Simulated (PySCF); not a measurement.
# C5H9O: the cost of one run

Computed with PySCF 2.14.0 and routines of our own; the level stands in each step. Atoms count from 0.

## Step 1: The starting structure

15 atoms, charge 0, multiplicity 2; geometry from: GFN2-xTB.

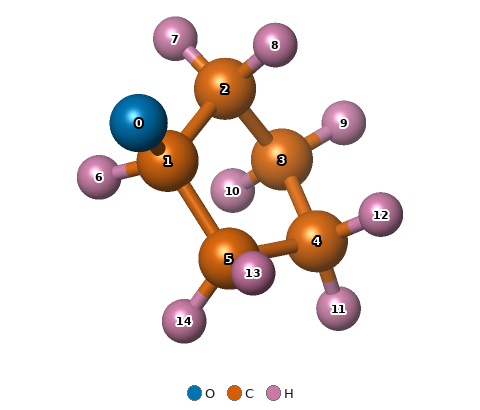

The starting geometry (oxygen blue, carbon orange, hydrogen pink).

## Step 2: Open-shell or spin-flip excitations: unrestricted TDA B3LYP/def2-SVPD

What the job is given:

```
{"job": {"kind": "uabs", "xc": "B3LYP", "basis": "def2-SVPD", "nstates": 10, "tda": true}, "charge": 0, "multiplicity": 2}
O      1.520300    -1.820430    -0.683486
C      0.850465    -0.962937     0.027732
C      1.136272     0.561172    -0.261926
C     -0.107792     1.251912     0.265130
C     -1.245255     0.313639    -0.149116
C     -0.700203    -1.096932     0.080687
H      1.211638    -1.058485     1.083789
H      2.062633     0.901919     0.193100
H      1.216177     0.661638    -1.344476
H     -0.228020     2.250860    -0.152843
H     -0.062729     1.333894     1.352862
H     -2.158292     0.500679     0.414263
H     -1.460719     0.458332    -1.208496
H     -1.022017    -1.798622    -0.686833
H     -1.016872    -1.488649     1.047701
```

Level: unrestricted TDA B3LYP/def2-SVPD, vertical, gas phase, core orbitals frozen in the response.

Command:

```
OMP_NUM_THREADS=1 python excited_run.py task.json out
```

The driver reads the jobs from task.json and runs them one after another.

**Question.** How long does this first job take on 1 thread of Intel Xeon at 2.70GHz, shared host, and how much memory does it need?

About 1.9 min, with a peak of 0.65 GiB.
